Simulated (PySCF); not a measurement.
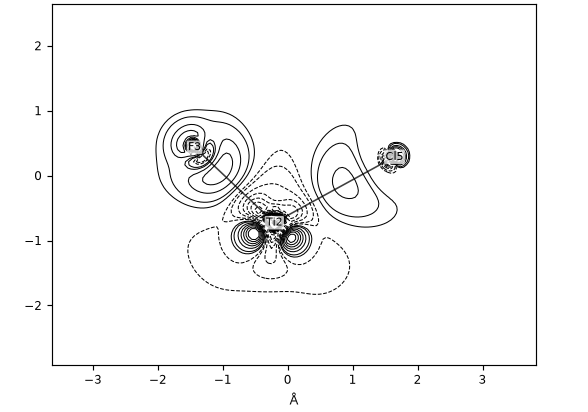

Figure 1: Cl$_{2}$F$_{2}$Ti, SMILES `F[Ti](F)(Cl)Cl`. Deformation density (molecule less spherical, spin-averaged free atoms) in the plane of Ti2, F3 and Cl5; contours at ±0.05 to ±0.8 e/Å³; solid lines: gain, dashed lines: loss.

Level of theory: PBE0/def2-TZVP (PySCF), at a geometry from GFN2-xTB. This is a single-reference result, which may miss multireference character in this system. No frequency check shows the geometry to be a minimum. GFN2-xTB bond lengths at metals and heavier atoms can be off by up to 0.1 Å and shapes distorted, which carries into these values.

Cartesian coordinates (Å):

```
F1       0.0001   -1.2364    1.4652
Ti2     -0.0000   -0.3911    0.0000
F3      -0.0001   -1.2364   -1.4652
Cl4     -1.6653    0.9076    0.0001
Cl5      1.6654    0.9076   -0.0001
```

### How much density has each bond in this plane gained at its critical point, relative to the free atoms?

Ti2–Cl5: +0.17 e/Å³ at the bond critical point (bond length 2.11 Å, Mayer order 1.1). Ti2–F3: +0.15 e/Å³ at the bond critical point (bond length 1.69 Å, Mayer order 1.0). In all, 1.2 electrons gather in the regions of gain relative to the promolecule.
